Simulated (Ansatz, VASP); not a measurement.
# H15C8S2N3O4F2: VASP beside Ansatz, part 2 of 2

Aim: how closely do two programs agree when they are given the same cell, functional and k mesh?  The structure shown is frame 110 of Ansatz's trajectory.

VASP 6.6.1 and Ansatz 0.2.0.

So far: Set-up; Ansatz: dynamics, PBE with D3(BJ).

### 3. VASP: single point, PBE with D3(BJ)

Level of this step: PBE with D3(BJ); plane waves and PAW (C, N, H, S, O, F) (VASP).

The same cell, functional, mesh and smearing now go to VASP, with its own data sets and cutoff.

Lines of VASP's logs that name or quote its potential files are left out, and so is its time.

INCAR

```
SYSTEM = H15C8S2N3O4F2
PREC = Accurate
ENCUT = 520
EDIFF = 1E-05
NELM = 100
ISMEAR = 0
SIGMA = 0.025
LREAL = Auto
ALGO = Fast
GGA = PE
IVDW = 12
NBANDS = 478
LORBIT = 11
LWAVE = .FALSE.
LCHARG = .FALSE.
ISIF = 2
```

POSCAR

```
H15C8S2N3O4F2
1.0
   13.2979900000      0.0000000000      0.0000000000
    0.0000000000     13.2979900000      0.0000000000
    0.0000000000      0.0000000000     13.2979900000
C N H S O F
48 18 90 12 24 12
Direct
    0.6251546286      0.1359679170      0.9126341650
    0.5109869988      0.1462326261      0.9255910104
    0.4586933815      0.0464130293      0.9683418321
    0.3482029991      0.0565799794      0.9982177758
    0.2214695604      0.0164310546      0.8746509811
    0.1293278157      0.0617536936      0.8466993884
    0.0489998864      0.2336368128      0.8605059862
    0.2100016619      0.1717928800      0.9385328159
    0.3104604530      0.8847051321      0.2319974673
    0.4110470831      0.9326898276      0.2533089587
    0.5048958527      0.8641681938      0.2575878009
    0.5755832272      0.9039561618      0.3352536737
    0.7039184117      0.0065205343      0.2439541615
    0.7255006208      0.1088811166      0.2308995570
    0.6406532115      0.2621975201      0.2934729234
    0.5944958599      0.0887276949      0.3359455076
    0.3919614919      0.4712516704      0.1463604650
    0.2738609369      0.4607688831      0.1583246791
    0.2116861270      0.5544597341      0.2111446918
    0.1158295351      0.5232745701      0.2698001728
    0.0657317384      0.6567834688      0.4084075864
    0.9960821147      0.7276738815      0.4095656562
    0.8713422104      0.8007375551      0.2766508322
    0.9889156181      0.6620775019      0.2646565383
    0.6200561137      0.4929391585      0.7293959463
    0.5752523502      0.3963907327      0.7172437338
    0.6381415537      0.3016170113      0.6760946579
    0.6830430764      0.3262673532      0.5706050313
    0.8232296761      0.4194468487      0.4849153895
    0.9192893061      0.4446762255      0.5089490968
[... 168 atom lines left out ...]
    0.9572198505      0.2279367032      0.1504212291
    0.7241695925      0.3806966316      0.9512339835
    0.0081816876      0.0295157388      0.5994590160
    0.9711994068      0.0777786718      0.2616260051
    0.7528957384      0.6031588233      0.2431720884
    0.6648899571      0.5922473998      0.9346901299
```

KPOINTS

```
Automatic mesh
0
Gamma
1 1 1
0 0 0
```

Potentials, in the order of the species: C, N, H, S, O and F (PBE family, release 64).

Run with:

```
$ export OMP_NUM_THREADS=5
$ mpirun -np 1 vasp_gam
```

Numbers of over 12 decimals in the logs are rounded to 6 here.

Output:

```text
[banner, memory and clock lines left out]
running    1 mpi-ranks, on    1 nodes
[...]
Offloading initialized ...    1 GPUs detected
[...]
LDA part: xc-table for (Slater+PW92), standard interpolation
 POSCAR, INCAR and KPOINTS ok, starting setup
[...]
entering main loop
       N       E                     dE             d eps       ncg     rms          rms(c)
DAV:   1     0.562854258501E+04    0.56285E+04   -0.36705E+05   980   0.132E+03
DAV:   2    -0.671407641936E+03   -0.63000E+04   -0.60123E+04  1194   0.322E+02
DAV:   3    -0.126595099461E+04   -0.59454E+03   -0.58933E+03  1168   0.104E+02
DAV:   4    -0.127968468099E+04   -0.13734E+02   -0.13651E+02  1208   0.173E+01
[...]
RMM:  15    -0.115825720369E+04    0.16895E-03   -0.11767E-03  1275   0.352E-02    0.239E-02
RMM:  16    -0.115825718473E+04    0.18961E-04   -0.32376E-04  1255   0.183E-02    0.105E-02
RMM:  17    -0.115825718255E+04    0.21815E-05   -0.60314E-05  1046   0.828E-03
   1 F= -.11704787E+04 E0= -.11704787E+04  d E =-.421294E-19
```

From OUTCAR (step 3):

```text
  FREE ENERGIE OF THE ION-ELECTRON SYSTEM (eV)
  ---------------------------------------------------
  free  energy   TOTEN  =     -1170.4786653247 eV

  energy  without entropy=    -1170.4786653247  energy(sigma->0) =    -1170.47866532
```

The run ends at a pressure of 0.33 GPa, with forces up to 6.8 eV/Å.

### 4. Differences

Known differences besides the PAW data sets themselves: the cutoff is 420 eV in Ansatz and 520 eV in VASP (PREC = Accurate, projectors in real space); VASP leaves aspherical gradient terms in its spheres out (LASPH is not set), Ansatz keeps them. Total energies have different zeros and are not compared.

Forces on 10 of the 204 atoms, picked by the larger force of the two programs (eV/Å; atoms numbered as in POSCAR):

| atom | Ansatz x, y, z | VASP x, y, z |
| --- | --- | --- |
| C5 | -2.410, 2.920, -0.719 | -2.385, 2.864, -0.740 |
| C14 | -3.352, -1.587, 2.253 | -3.332, -1.560, 2.239 |
| C22 | -1.900, 3.270, 0.662 | -1.946, 3.326, 0.695 |
| C24 | 0.342, -3.216, -5.878 | 0.342, -3.267, -5.988 |
| C26 | -2.237, -4.649, -0.359 | -2.222, -4.677, -0.369 |
| N52 | 2.660, -3.724, -1.945 | 2.671, -3.680, -1.956 |
| N53 | 2.819, -2.433, 0.911 | 2.877, -2.507, 0.895 |
| N54 | -0.311, 2.412, 3.886 | -0.389, 2.506, 3.910 |
| S158 | 1.442, 1.660, -4.337 | 1.556, 1.441, -4.205 |
| S167 | -2.391, -3.235, -0.494 | -2.684, -3.179, -0.413 |

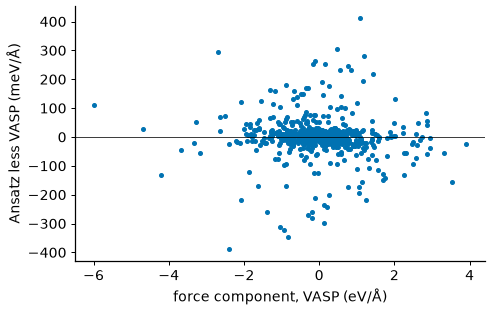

Difference of the force components against their size.

The forces differ by 74 meV/Å r.m.s., which is 6.8 % of the r.m.s. force of 1.09 eV/Å (both taken over all components).

### 5. Summary of results

| Quantity | Value |
| --- | --- |
| r.m.s. force difference (single point, PBE with D3(BJ)) | 6.8 % of the r.m.s. force |

In words: The r.m.s. force difference is 6.8 % of the r.m.s. force (single point, PBE with D3(BJ)), beyond the 3 % picked in this series as the mark of a large difference. No further run was made for the single point, PBE with D3(BJ) pair, so its cause stays open. Differences of this kind measure data sets and numerical settings, not the functional's error against experiment.

[Lines on the potential files, build, host, timing and source positions are cut from VASP's logs without a mark.]

[Logs are printed without paths, hosts, clocks, repeated set-up lines and the standing remarks that a program may print on its own settings, such as how far it seeks lower states.]

[Hosts, paths, dates, database ids (printed as entryN), source tags and the programs' standing remarks are cut or masked in the printed files.]
